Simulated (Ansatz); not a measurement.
# CH₆ClFSi₂: small, medium and large basis sets

How large a basis does CH₆ClFSi₂ need? Two functionals are run in growing sets.

Program: Ansatz 0.2.0, Gaussian basis. Level of theory: one geometry, several basis sets. These are calculated values, not measurements.

The runs, in order: PBE0-D4/def2-SVP; ωB97M-V/def2-SVP; PBE0-D4/def2-QZVPP; ωB97M-V/def2-QZVPP; the functionals' def2-TZVPP values are taken from earlier runs.

## (1) Structure used throughout

The geometry comes from an earlier relaxation with PBE0-D4 in a triple-zeta def2 set; it is a stationary point, not always the lowest conformer.

SMILES `FC([SiH3])([SiH3])Cl`, 11 atoms, charge 0, spin multiplicity 1.

Atoms are counted from 1 here; the program's logs count them from 0.

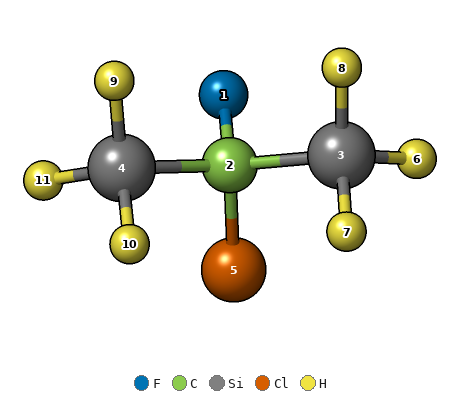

The geometry (fluorine blue, carbon green, silicon grey, chlorine orange, hydrogen yellow); atoms are numbered from 1 in the order of the file.

## (2) PBE0-D4 in def2-SVP

in.yaml

```yaml
crystal:
  periodic: [false, false, false]
  atoms:
    - {symbol: F, position_ang: [-1.645730, 0.964198, 0.105095]}
    - {symbol: C, position_ang: [-0.330241, 0.591563, -0.121495]}
    - {symbol: Si, position_ang: [0.514486, 0.250011, 1.555252]}
    - {symbol: Si, position_ang: [-0.298569, -0.820037, -1.405273]}
    - {symbol: Cl, position_ang: [0.526765, 1.986552, -0.861060]}
    - {symbol: H, position_ang: [0.441565, 1.480403, 2.377161]}
    - {symbol: H, position_ang: [1.920457, -0.134674, 1.284731]}
    - {symbol: H, position_ang: [-0.200304, -0.869993, 2.219252]}
    - {symbol: H, position_ang: [-1.042026, -1.977719, -0.845567]}
    - {symbol: H, position_ang: [1.118074, -1.190699, -1.636902]}
    - {symbol: H, position_ang: [-0.939178, -0.336805, -2.650594]}
basis:
  gaussian: {orbitals: def2-SVP}
hamiltonian: {xc: pbe0, dispersion: d4}
output: {orbitals: {seedname: orbitals}}
```

On the command line:

```bash
ansatz run in.yaml --threads 4 --pin off --events-out ev --progress --plain --max-ram 10444MiB
```

After this run come: ωB97M-V in def2-SVP; PBE0-D4 in def2-QZVPP; ωB97M-V in def2-QZVPP.

Before running them: what should the planned runs give, taken together? Wanted: PBE0-D4: double and triple zeta above quadruple; ωB97M-V: double and triple zeta above quadruple.

As calculated:

| quantity | value |
| --- | --- |
| PBE0-D4: double and triple zeta above quadruple | 15.54, 1.11 eV |
| ωB97M-V: double and triple zeta above quadruple | 15.61, 1.04 eV |

What this shows: For PBE0-D4 the step from double to triple zeta gains 14.44 eV and the next only 1.11 eV. Total energies overstate the basis error of differences, where much of it tends to cancel. The LUMO of ωB97M-V is positive and keeps falling with the basis (1.94 to 1.23 eV): an unbound level that the basis holds in place.
